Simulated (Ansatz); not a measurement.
Si₂NH₈OF: geometry relaxation (part 1 of 2)

Si₂NH₈OF, computed with RKS PBE0/def2-SVP (Ansatz 0.2.0).

The input holds or restrains some coordinates. It belongs to a series of runs on one base structure; here: pulled along the bonds that form and break, towards end B. Figures and captions count atoms from 1; the log counts them from 0 in places.

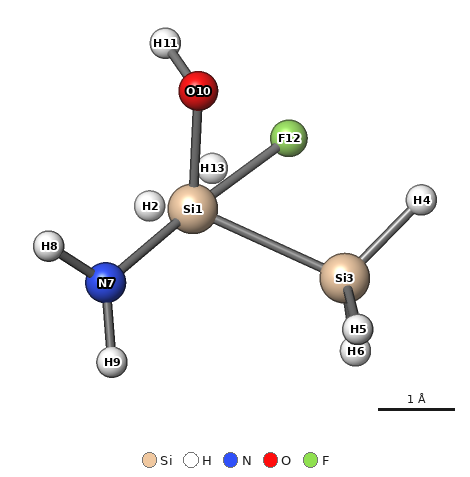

*The structure as given in the input (ball-and-stick view, seen at a tilt; atoms are numbered from 1 in the order of the input).*

### Input file
```yaml
crystal:
  periodic: [false, false, false]
  atoms:
    - { symbol: Si, position_ang: [0.0, 0.0, 0.0] }
    - { symbol: H, position_ang: [0.0, 0.0, 1.81] }
    - { symbol: Si, position_ang: [2.0935, 0.0, -0.7393] }
    - { symbol: H, position_ang: [2.5508, -1.3762, -0.9079] }
    - { symbol: H, position_ang: [2.1573, 0.6939, -2.0222] }
    - { symbol: H, position_ang: [2.951, 0.6823, 0.2255] }
    - { symbol: "N", position_ang: [-0.8572, 1.4851, -0.6061] }
    - { symbol: H, position_ang: [-1.8773, 1.43, -0.8888] }
    - { symbol: H, position_ang: [-0.3367, 2.4058, -0.6766] }
    - { symbol: O, position_ang: [-0.7913, -1.3709, -0.5594] }
    - { symbol: H, position_ang: [-1.2459, -1.8365, 0.2129] }
    - { symbol: F, position_ang: [0.9864, -1.498, 0.596] }
    - { symbol: H, position_ang: [0.5354, -0.8131, 1.693] }
basis:
  gaussian: { orbitals: def2-SVP }
hamiltonian:
  xc: pbe0
relax:
  f_tol: 0.15
  max_steps: 25
  restrain:
    - { distance: [0, 11], at: 1.59, k: 30.0 }
    - { distance: [12, 1], at: 0.66, k: 30.0 }
    - { distance: [0, 1], at: 2.66, k: 30.0 }
    - { distance: [12, 11], at: 2.12, k: 30.0 }
output:
  orbitals: {}
```

Run on 4 threads of Arm Neoverse V1, 24 GiB of memory available, shared host.

Launched with:
```bash
ansatz run input.yaml --threads 4 --pin off --max-ram 5120MiB --backend cpu --events-out ev --progress --plain --runs-dir out
```

### What the program printed
```
The last accepted step is kept in [file] (removed where the run ends without a failure and the disk answers)
Engine: ansatz 0.2.0, aarch64-unknown-linux-gnu
Functional definition: PBE0
  parameter a = 0.25
  parameter kappa = 0.804
  parameter beta = 0.06672455060314922
  exchange = (1 - a)*pbe_x(kappa = kappa, mu = beta*pi^2/3) + a*exact_x
  correlation = pbe_c(beta = beta)
1226 factors; integrals over basis functions are off by at most 5.4e-4 eV
mean field evaluation 1: about -22105.4879 eV, gradient 6.9e1 eV
mean field evaluation 2: about -22085.3023 eV, gradient 1.2e2 eV
mean field evaluation 4: about -22114.4987 eV, gradient 4.9e0 eV
mean field evaluation 8: about -22114.5628 eV, gradient 3.1e-1 eV
mean field evaluation 16: about -22114.5630 eV, gradient 7.3e-5 eV
mean field -22114.56301073 eV, -812.6952008550 hartree, gradient 7.3e-5 eV, S^2 0.000000; 0 other end points of the search recorded, 0 dependent functions left out
the calculation of the forces begins
reference -22114.56304101 eV, -812.6952019679 hartree; 30, 30 occupied and 88, 88 virtual orbitals, 1226 factors
relax step   1: F+E_penalty+E_count = -22114.56301073 eV  Δ(F+E_penalty+E_count) = +0.000e0 eV  max|allowed force component| = 3.940e0 eV/Å  E_restraint = 22.17474335 eV  max|allowed force component, restraints' pulls added| = 2.469e1 eV/Å  Δτ_max = 0.0000 Å  (27 SCF iters, accepted)
  distance Si 0 - F 11 = 1.8900 Å
  distance H 12 - H 1 = 0.9805 Å
  distance Si 0 - H 1 = 1.8100 Å
  distance H 12 - F 11 = 1.3696 Å
these checks for a lower state are left out or cut short: starts, cluster_reference, orbital_swaps, neighbouring_geometries, increment
1226 factors; integrals over basis functions are off by at most 5.6e-4 eV
mean field -22115.03938199 eV, -812.7127071759 hartree, gradient 2.6e-5 eV, S^2 0.000000; 0 other end points of the search recorded, 0 dependent functions left out
[... from here on the field's lines of each further geometry are left out, up to the last ...]
relax step   2: F+E_penalty+E_count = -22115.03938199 eV  Δ(F+E_penalty+E_count) = -4.764e-1 eV  max|allowed force component| = 3.500e0 eV/Å  E_restraint = 8.96026663 eV  max|allowed force component, restraints' pulls added| = 1.437e1 eV/Å  Δτ_max = 0.1949 Å  (32 SCF iters, accepted)
relax step   3: F+E_penalty+E_count = -22115.32973230 eV  Δ(F+E_penalty+E_count) = -2.904e-1 eV  max|allowed force component| = 3.213e0 eV/Å  E_restraint = 1.98790214 eV  max|allowed force component, restraints' pulls added| = 7.498e0 eV/Å  Δτ_max = 0.1947 Å  (35 SCF iters, accepted)
relax step   4: F+E_penalty+E_count = -22116.48507537 eV  Δ(F+E_penalty+E_count) = -1.155e0 eV  max|allowed force component| = 2.431e0 eV/Å  E_restraint = 0.23240113 eV  max|allowed force component, restraints' pulls added| = 1.742e0 eV/Å  Δτ_max = 0.1944 Å  (30 SCF iters, accepted)
relax step   5: F+E_penalty+E_count = -22117.41933611 eV  Δ(F+E_penalty+E_count) = -9.343e-1 eV  max|allowed force component| = 1.597e0 eV/Å  E_restraint = 0.17739863 eV  max|allowed force component, restraints' pulls added| = 1.456e0 eV/Å  Δτ_max = 0.1949 Å  (29 SCF iters, accepted)
relax step   6: F+E_penalty+E_count = -22118.02630843 eV  Δ(F+E_penalty+E_count) = -6.070e-1 eV  max|allowed force component| = 1.550e0 eV/Å  E_restraint = 0.13212945 eV  max|allowed force component, restraints' pulls added| = 1.207e0 eV/Å  Δτ_max = 0.1946 Å  (28 SCF iters, accepted)
relax step   7: F+E_penalty+E_count = -22118.34797866 eV  Δ(F+E_penalty+E_count) = -3.217e-1 eV  max|allowed force component| = 1.603e0 eV/Å  E_restraint = 0.11182982 eV  max|allowed force component, restraints' pulls added| = 8.568e-1 eV/Å  Δτ_max = 0.1949 Å  (26 SCF iters, accepted)
relax step   8: F+E_penalty+E_count = -22118.60988228 eV  Δ(F+E_penalty+E_count) = -2.619e-1 eV  max|allowed force component| = 1.351e0 eV/Å  E_restraint = 0.11948237 eV  max|allowed force component, restraints' pulls added| = 9.940e-1 eV/Å  Δτ_max = 0.1971 Å  (27 SCF iters, accepted)
relax step   9: F+E_penalty+E_count = -22118.75079164 eV  Δ(F+E_penalty+E_count) = -1.409e-1 eV  max|allowed force component| = 1.352e0 eV/Å  E_restraint = 0.08583865 eV  max|allowed force component, restraints' pulls added| = 5.090e-1 eV/Å  Δτ_max = 0.1991 Å  (27 SCF iters, accepted)
relax step  10: F+E_penalty+E_count = -22118.82328890 eV  Δ(F+E_penalty+E_count) = -7.250e-2 eV  max|allowed force component| = 1.321e0 eV/Å  E_restraint = 0.09599972 eV  max|allowed force component, restraints' pulls added| = 5.736e-1 eV/Å  Δτ_max = 0.2000 Å  (27 SCF iters, accepted)
relax step  11: F+E_penalty+E_count = -22118.85763396 eV  Δ(F+E_penalty+E_count) = -3.435e-2 eV  max|allowed force component| = 1.059e0 eV/Å  E_restraint = 0.13274884 eV  max|allowed force component, restraints' pulls added| = 1.442e0 eV/Å  Δτ_max = 0.1943 Å  (27 SCF iters, rejected (line search))
relax step  12: F+E_penalty+E_count = -22118.83757914 eV  Δ(F+E_penalty+E_count) = -1.429e-2 eV  max|allowed force component| = 1.254e0 eV/Å  E_restraint = 0.07254084 eV  max|allowed force component, restraints' pulls added| = 4.045e-1 eV/Å  Δτ_max = 0.0947 Å  (25 SCF iters, accepted)
relax step  13: F+E_penalty+E_count = -22118.85105866 eV  Δ(F+E_penalty+E_count) = -1.348e-2 eV  max|allowed force component| = 1.307e0 eV/Å  E_restraint = 0.07135981 eV  max|allowed force component, restraints' pulls added| = 2.467e-1 eV/Å  Δτ_max = 0.0999 Å  (24 SCF iters, accepted)
relax step  14: F+E_penalty+E_count = -22118.87453940 eV  Δ(F+E_penalty+E_count) = -2.348e-2 eV  max|allowed force component| = 1.447e0 eV/Å  E_restraint = 0.08689033 eV  max|allowed force component, restraints' pulls added| = 5.707e-1 eV/Å  Δτ_max = 0.1436 Å  (24 SCF iters, accepted)
relax step  15: F+E_penalty+E_count = -22118.87866898 eV  Δ(F+E_penalty+E_count) = -4.130e-3 eV  max|allowed force component| = 1.565e0 eV/Å  E_restraint = 0.06508614 eV  max|allowed force component, restraints' pulls added| = 8.499e-2 eV/Å  Δτ_max = 0.2000 Å  (28 SCF iters, accepted)
relax step  16: F+E_penalty+E_count = -22118.92881848 eV  Δ(F+E_penalty+E_count) = -5.015e-2 eV  max|allowed force component| = 1.381e0 eV/Å  E_restraint = 0.13934015 eV  max|allowed force component, restraints' pulls added| = 9.683e-1 eV/Å  Δτ_max = 0.1979 Å  (25 SCF iters, rejected (line search))
relax step  17: F+E_penalty+E_count = -22118.88705795 eV  Δ(F+E_penalty+E_count) = -8.389e-3 eV  max|allowed force component| = 1.537e0 eV/Å  E_restraint = 0.06702494 eV  max|allowed force component, restraints' pulls added| = 1.748e-1 eV/Å  Δτ_max = 0.0832 Å  (26 SCF iters, accepted)
relax step  18: F+E_penalty+E_count = -22118.90079775 eV  Δ(F+E_penalty+E_count) = -1.374e-2 eV  max|allowed force component| = 1.579e0 eV/Å  E_restraint = 0.07173906 eV  max|allowed force component, restraints' pulls added| = 2.525e-1 eV/Å  Δτ_max = 0.0965 Å  (24 SCF iters, accepted)
relax step  19: F+E_penalty+E_count = -22118.92574414 eV  Δ(F+E_penalty+E_count) = -2.495e-2 eV  max|allowed force component| = 1.373e0 eV/Å  E_restraint = 0.09197200 eV  max|allowed force component, restraints' pulls added| = 7.448e-1 eV/Å  Δτ_max = 0.1460 Å  (24 SCF iters, accepted)
relax step  20: F+E_penalty+E_count = -22118.91833537 eV  Δ(F+E_penalty+E_count) = +7.409e-3 eV  max|allowed force component| = 1.804e0 eV/Å  E_restraint = 0.08444435 eV  max|allowed force component, restraints' pulls added| = 7.855e-1 eV/Å  Δτ_max = 0.1338 Å  (24 SCF iters, accepted)
relax step  21: F+E_penalty+E_count = -22118.91429860 eV  Δ(F+E_penalty+E_count) = +4.037e-3 eV  max|allowed force component| = 1.771e0 eV/Å  E_restraint = 0.05966040 eV  max|allowed force component, restraints' pulls added| = 4.709e-1 eV/Å  Δτ_max = 0.2000 Å  (27 SCF iters, accepted)
the calculation of the forces begins
reference -22118.93041891 eV, -812.8557001455 hartree; 30, 30 occupied and 88, 88 virtual orbitals, 1226 factors
relax step  22: F+E_penalty+E_count = -22118.93039016 eV  Δ(F+E_penalty+E_count) = -1.609e-2 eV  max|allowed force component| = 1.635e0 eV/Å  E_restraint = 0.06234382 eV  max|allowed force component, restraints' pulls added| = 1.257e-1 eV/Å  Δτ_max = 0.2000 Å  (28 SCF iters, accepted)
  distance Si 0 - F 11 = 1.6188 Å
  distance H 12 - H 1 = 0.7160 Å
  distance Si 0 - H 1 = 2.6721 Å
  distance H 12 - F 11 = 2.1267 Å
1226 factors; integrals over basis functions are off by at most 5.6e-4 eV
mean field evaluation 160: about -22118.9196 eV, gradient 6.6e-1 eV
```

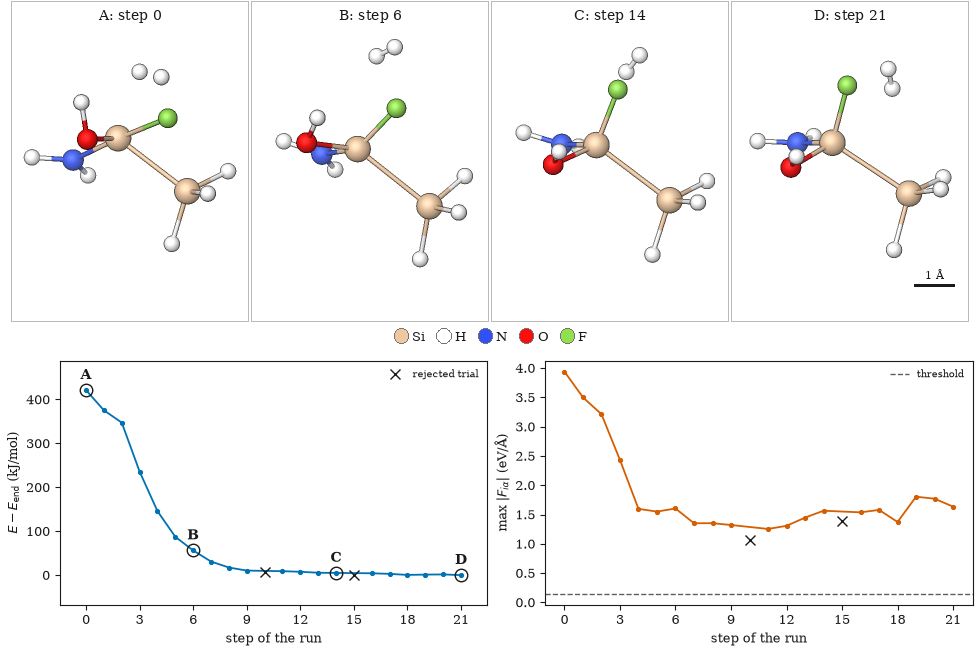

*Frames of the restrained relaxation (ball-and-stick view, seen at a tilt) above the curves, on which the letters mark them (the first geometry is step 0 here and step 1 in the log).*

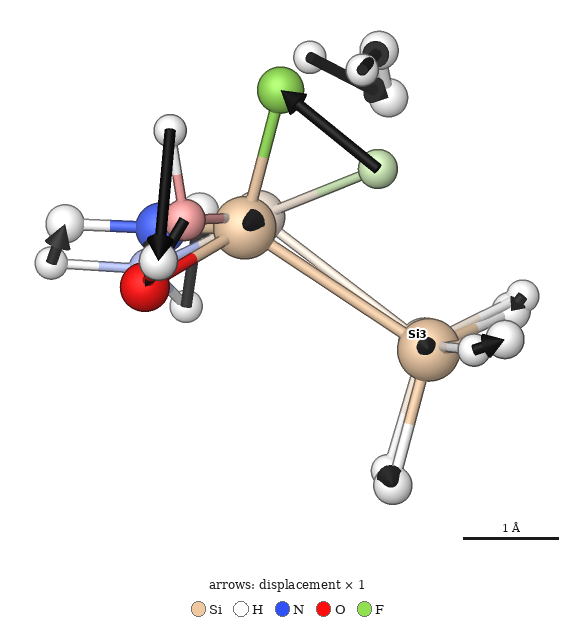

*Start (faint) and end (solid) with the displacements as black arrows, at true length (ball-and-stick view, seen at a tilt). The two geometries are laid on each other by the best rigid fit.*

The largest move after the best rigid fit is that of H11, 1.53 Å. Largest moves by element: H 1.53 Å, F 1.36 Å, O 0.83 Å, N 0.52 Å, Si 0.46 Å. Among the contacts that change: Si1–F12 1.890 → 1.619 Å, H2–H13 0.981 → 0.716 Å, Si1–Si3 2.220 → 2.342 Å, Si1–N7 1.819 → 1.702 Å. New bonds form: H2–H13 (0.98 → 0.72 Å). Among the angles that change: N7–Si1–F12 176.6° → 116.0°, Si3–Si1–F12 67.2° → 108.9°, O10–Si1–F12 72.8° → 103.9°. The energy falls by 421.4 kJ/mol in 21 geometry steps. The largest force component goes from 3.9 to 1.6 eV/Å. The line search rejected the trial steps at points 10, 15 (counted from 0) and went back. (Atoms are counted from 1 in the order of the input.)

```
mean field -22118.93039016 eV, -812.8556990889 hartree, gradient 1.6e-5 eV, S^2 0.000000; 1 other end points of the search recorded, 0 dependent functions left out
the calculation of the forces begins
reference -22118.93041891 eV, -812.8557001455 hartree; 30, 30 occupied and 88, 88 virtual orbitals, 1226 factors
Total energy: -22118.93041891 eV, -812.8557001455 hartree
Atom 0 at    -0.101820    -0.396168    -0.244254 Å, force    -0.223872     0.212725    -0.953325 eV/Å
Atom 1 at     0.943838     0.834279     1.884719 Å, force     0.740056     1.634709    -0.480816 eV/Å
Atom 2 at     2.140665    -0.091463    -0.847417 Å, force     0.011425    -0.018668     0.039678 eV/Å
Atom 3 at     2.879177    -1.394373    -0.821565 Å, force    -0.018085     0.010134     0.001497 eV/Å
Atom 4 at     2.201006     0.456078    -2.237578 Å, force    -0.008251    -0.007971    -0.002280 eV/Å
Atom 5 at     2.851103     0.861172     0.062771 Å, force    -0.004050     0.002280    -0.011642 eV/Å
Atom 6 at    -0.948166     1.077413    -0.147706 Å, force    -0.035109     0.022396     0.011844 eV/Å
Atom 7 at    -1.930832     1.147367    -0.394557 Å, force     0.109296    -0.069906     0.021099 eV/Å
Atom 8 at    -0.607434     1.889187     0.349421 Å, force    -0.021547     0.003076    -0.007731 eV/Å
Atom 9 at    -0.925341    -1.260333    -1.402062 Å, force     0.030428     0.069238    -0.035455 eV/Å
Atom 10 at    -0.867572    -2.217164    -1.329972 Å, force     0.000021     0.003237     0.015233 eV/Å
Atom 11 at    -0.169319    -1.341175     1.068394 Å, force    -0.075738    -0.543621     0.521398 eV/Å
Atom 12 at     0.700694     0.237579     2.196906 Å, force    -0.504574    -1.317629     0.880500 eV/Å
Dipole moment:    -0.137344     0.135254     0.051438 e Å
```

### Trajectory as extended XYZ (Å, eV, eV/Å), 22 frames, from step=1 to step=22
```
13
Properties=species:S:1:pos:R:3:forces:R:3 step=1 energy=-22114.56301
Si    0.0000    0.0000    0.0000   -1.1227   0.9713  -2.0243
H     0.0000    0.0000    1.8100    0.1636  -0.4952   0.0286
Si    2.0935    0.0000   -0.7393    0.7727   0.5567  -0.6363
H     2.5508   -1.3762   -0.9079    0.3391  -0.3458  -0.4200
H     2.1573    0.6939   -2.0222    0.3582   0.5750  -0.7204
H     2.9510    0.6823    0.2255    0.5570   0.3528   0.4692
N    -0.8572    1.4851   -0.6061   -0.0660  -1.1655   0.6780
H    -1.8773    1.4300   -0.8888    1.7393   0.6115   0.5918
H    -0.3367    2.4058   -0.6766   -1.2308  -1.5658   0.0717
O    -0.7913   -1.3709   -0.5594   -3.8136   0.5326   0.8060
H    -1.2459   -1.8365    0.2129    1.0588   0.6429  -1.8131
F     0.9864   -1.4980    0.5960    1.7430  -1.5380   3.9400
H     0.5354   -0.8131    1.6930   -0.4986   0.8675  -0.9712
13
Properties=species:S:1:pos:R:3:forces:R:3 step=2 energy=-22115.03938
Si    0.0398   -0.0486   -0.1531   -1.6139   0.1548  -1.1049
H     0.0245   -0.0402    1.9992   -0.0521   0.0019   0.2381
Si    2.1179    0.0063   -0.7558    1.6788   0.0482  -0.7022
H     2.5565   -1.3800   -0.9145    0.5464  -0.1750  -0.5978
H     2.1636    0.7030   -2.0339    0.4703   0.6620  -0.8087
H     2.9584    0.6869    0.2312    0.3557   0.3565   0.4065
N    -0.8551    1.4694   -0.6016    0.3697  -1.5158   0.6047
H    -1.8623    1.4353   -0.8818    1.2140   0.4309   0.5297
H    -0.3488    2.3874   -0.6752   -0.9412  -1.3232   0.0871
O    -0.8483   -1.3809   -0.5812   -3.5000   0.8404  -0.0899
H    -1.2383   -1.8329    0.2055    0.7207   0.2525  -1.1268
F     1.0006   -1.5101    0.4988    1.1900  -0.4231   2.4301
H     0.4575   -0.6933    1.7994   -0.4384   0.6899   0.1340
13
Properties=species:S:1:pos:R:3:forces:R:3 step=3 energy=-22115.32973
Si    0.0706   -0.1167   -0.2865   -1.9672   0.9502  -0.5454
H     0.0232   -0.0403    2.1493   -1.7387   2.5942   1.1249
Si    2.1584    0.0047   -0.7748    1.8867   0.2689  -1.0274
H     2.5731   -1.3836   -0.9312    0.8649  -0.1878  -0.7365
H     2.1757    0.7172   -2.0501    0.6540   0.6281  -0.7578
H     2.9636    0.6942    0.2388    0.2468   0.3235   0.3688
N    -0.8443    1.4368   -0.5905    0.6149  -1.5979   0.3570
H    -1.8432    1.4377   -0.8692    0.8445   0.1859   0.5034
H    -0.3604    2.3597   -0.6708   -0.6296  -1.2206   0.0977
O    -0.9240   -1.3746   -0.6027   -3.2126   0.6530  -0.7298
H    -1.2295   -1.8352    0.1954    0.4104  -0.0741  -0.5361
F     1.0109   -1.4995    0.3734    0.5531  -0.2872   2.5543
H     0.3920   -0.5980    1.9561    1.4729  -2.2361  -0.6730
13
Properties=species:S:1:pos:R:3:forces:R:3 step=4 energy=-22116.48508
Si    0.0671   -0.1909   -0.3692   -1.5373   1.4167  -0.9371
H    -0.0174    0.0274    2.2800   -1.3636   2.1339   0.6982
Si    2.2244    0.0107   -0.8409    1.2448   0.7292  -1.0923
H     2.6828   -1.3994   -1.0187    0.4592   0.3720  -0.3667
H     2.2628    0.7806   -2.1310    0.6952   0.1464  -0.0141
H     2.9873    0.7254    0.2631   -0.2340  -0.1988  -0.3324
N    -0.8216    1.3615   -0.5795    0.6350  -1.3304   0.2667
H    -1.8167    1.4161   -0.8217    0.3503  -0.1230   0.4384
H    -0.3579    2.2766   -0.6599   -0.1359  -0.7049   0.0578
O    -1.1045   -1.3204   -0.6375   -1.7420   0.2542   0.1325
H    -1.2415   -1.8735    0.1591    0.3564   0.1689  -0.9080
F     0.9507   -1.4554    0.3518    0.0641  -0.9526   2.4312
H     0.3505   -0.5564    2.1414    1.2079  -1.9117  -0.3742
13
Properties=species:S:1:pos:R:3:forces:R:3 step=5 energy=-22117.41934
Si    0.0737   -0.2590   -0.3762   -1.2515   0.8224  -1.2608
H    -0.0696    0.1149    2.3020   -0.8082   1.3391   0.2510
Si    2.2769    0.0733   -0.9569   -1.0715  -0.8014  -0.3535
H     2.7677   -1.2834   -1.1078    0.5017  -0.6455  -0.2700
H     2.4301    0.8217   -2.1453    0.4859   1.0308  -1.4564
H     2.9316    0.6880    0.1424    0.7303   0.7636   1.2261
N    -0.7718    1.2730   -0.5530    0.4145  -0.6718   0.2855
H    -1.7760    1.3580   -0.7238    0.2327  -0.2734   0.3982
H    -0.3142    2.1773   -0.6386    0.1286  -0.2278   0.0334
O    -1.2473   -1.2528   -0.6602   -0.2747  -0.3187   0.6671
H    -1.2537   -1.9293    0.0619    0.0938   0.5600  -1.2038
F     0.8096   -1.4762    0.4847    0.1571  -0.5010   1.5971
H     0.3090   -0.5032    2.3080    0.6615  -1.0763   0.0860
13
Properties=species:S:1:pos:R:3:forces:R:3 step=6 energy=-22118.02631
Si    0.0666   -0.3132   -0.3426   -0.8125   0.4617  -1.5503
H    -0.1230    0.2062    2.2885   -0.7602   1.3419   0.0418
Si    2.2625    0.0751   -1.0487   -0.2936  -0.5148  -0.0568
H     2.8370   -1.2848   -1.2087    0.2323  -0.0735  -0.1380
H     2.5123    0.8933   -2.2459    0.0389   0.2671  -0.3422
H     2.9121    0.7071    0.1211    0.1742   0.1954   0.2387
N    -0.7196    1.2175   -0.5112   -0.0141  -0.1987   0.4142
H    -1.7355    1.3211   -0.5783    0.3416  -0.2056   0.2772
H    -0.2462    2.1096   -0.6077    0.1146  -0.1172   0.0754
O    -1.2821   -1.2492   -0.7135    0.3044  -0.2418   0.3689
H    -1.2608   -2.0045   -0.0943   -0.0690   0.2478  -0.6771
F     0.7051   -1.4688    0.6487    0.1467  -0.1540   0.9900
H     0.2375   -0.4071    2.4297    0.5966  -1.0083   0.3582
```
